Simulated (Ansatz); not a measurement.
# SiH2ClO (SMILES O[SiH]Cl): UPBE/def2-TZVP

What is the vertical doublet–quartet gap of SiH2ClO at UPBE/def2-TZVP? 

The results are computed with Ansatz 0.2.0.

33 further runs of the same task are left out: 33 set aside as unsound or not needed. Runs told in other sessions of the task aren't counted.

### Step 1. The molecule

The species is SiH2ClO (5 atoms), meant as a doublet with charge 0. SMILES: `O[SiH]Cl`. Geometry: relaxed at PBE0-D4/def2-TZVP. This is one conformer, not always the lowest.

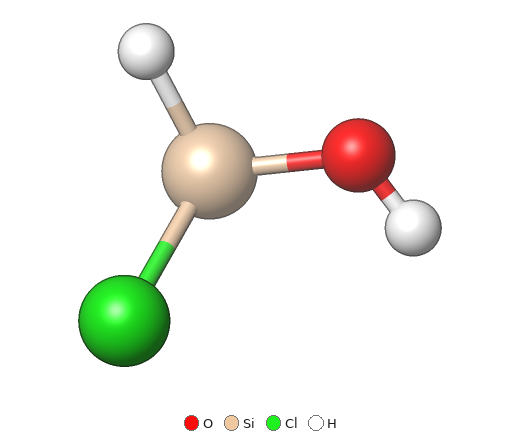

The structure, seen from a chosen angle (oxygen red, silicon light orange, chlorine green, hydrogen white).

### Step 2. A single-point energy at UPBE/def2-TZVP

Input file in.yaml:

```yaml
crystal:
  periodic: [false, false, false]
  atoms:
    - {symbol: O, position_ang: [-0.806100, -0.432000, -0.746500]}
    - {symbol: Si, position_ang: [-0.092300, 0.479800, 0.414000]}
    - {symbol: Cl, position_ang: [1.606600, -0.440800, 1.143600]}
    - {symbol: H, position_ang: [-1.024100, -1.343200, -0.540000]}
    - {symbol: H, position_ang: [0.316000, 1.736300, -0.271100]}
basis:
  gaussian: {orbitals: def2-TZVP}
total_charge: 0
magnetization: {spin_polarized: true, initial_magnetization: 1}
hamiltonian: {xc: pbe}
accuracy: high
output: {orbitals: {seedname: orbitals}}
```

Launch:

```console
ansatz run in.yaml --threads 1 --pin off --max-ram 2610MiB --events-out events.jsonl --progress --plain --runs-dir runs
```

The program printed:

```text
Warning: RAYON_NUM_THREADS=1 ignored (pool sized by the plan → 1); use --threads N
Functional definition: PBE
  name "PBE"
  parameter kappa = 0.804
  parameter beta = 0.06672455060314922
  exchange = pbe_x(kappa = kappa, mu = beta*pi^2/3)
  correlation = pbe_c(beta = beta)
1953 factors; integrals over basis functions are off by at most 3.7e-9 eV
mean field evaluation 1: about -22464.9032 eV, gradient 4.4e1 eV
mean field evaluation 2: about -22411.4499 eV, gradient 1.1e2 eV
mean field evaluation 4: about -22471.1428 eV, gradient 6.6e0 eV
mean field evaluation 8: about -22471.3271 eV, gradient 2.1e-1 eV
mean field evaluation 16: about -22471.3274 eV, gradient 9.6e-5 eV
mean field -22471.32735913 eV, -825.8060488353 hartree, gradient 5.5e-8 eV, S^2 0.751787; 0 other end points of the search recorded, 0 dependent functions left out
reference -22471.32736223 eV, -825.8060489494 hartree; 21, 20 occupied and 96, 97 virtual orbitals, 1953 factors
Total energy: -22471.32736223 eV, -825.8060489494 hartree
```

Run time: 9.9 s. Hardware: 1 thread of Arm Neoverse V1, shared host; peak memory 0.32 GiB.

### Step 3. The quartet

Input file job.yaml:

```yaml
basis:
  gaussian:
    orbitals: def2-TZVP
crystal:
  periodic: [false, false, false]
  atoms:
    - {symbol: O, position_ang: [-0.806100, -0.432000, -0.746500]}
    - {symbol: Si, position_ang: [-0.092300, 0.479800, 0.414000]}
    - {symbol: Cl, position_ang: [1.606600, -0.440800, 1.143600]}
    - {symbol: H, position_ang: [-1.024100, -1.343200, -0.540000]}
    - {symbol: H, position_ang: [0.316000, 1.736300, -0.271100]}
magnetization:
  spin_polarized: true
  initial_magnetization: 3
hamiltonian:
  xc: {name: PBE}
accuracy: high
output:
  orbitals: {seedname: orbitals}
```

Launch:

```console
ansatz run job.yaml --threads 1 --pin off --max-ram 2610MiB --events-out events.jsonl --progress --plain --runs-dir runs
```

The program printed (excerpt; [...] marks lines left out):

```text
Warning: RAYON_NUM_THREADS=1 ignored (pool sized by the plan → 1); use --threads N
[... 2 set-up lines as earlier in the session ...]
[...]
1953 factors; integrals over basis functions are off by at most 3.7e-9 eV
[...]
mean field -22464.09501153 eV, -825.5402649632 hartree, gradient 2.1e-8 eV, S^2 3.753809; 10 other end points of the search recorded, 0 dependent functions left out
reference -22464.09501495 eV, -825.5402650888 hartree; 22, 19 occupied and 95, 98 virtual orbitals, 1953 factors
Total energy: -22464.09501495 eV, -825.5402650888 hartree
```

It took 24 s on 1 thread of Arm Neoverse V1, shared host; peak memory 0.36 GiB.

### Step 4. Summary of results

At UPBE/def2-TZVP:

| quantity | value |
| --- | --- |
| doublet: total energy | -825.80605 Eh |
| doublet: HOMO energy (highest over α and β) | -5.04 eV |
| doublet: LUMO energy (lowest over α and β) | -3.36 eV |
| doublet: ⟨S²⟩ | 0.752 |
| quartet: total energy | -825.54027 Eh |
| quartet: HOMO energy (highest over α and β) | -1.57 eV |
| quartet: ⟨S²⟩ | 3.754 |
| vertical energy of the quartet above the doublet | 7.232 eV |

What this shows: At this shape the quartet lies 7.23 eV (167 kcal/mol) above the doublet.
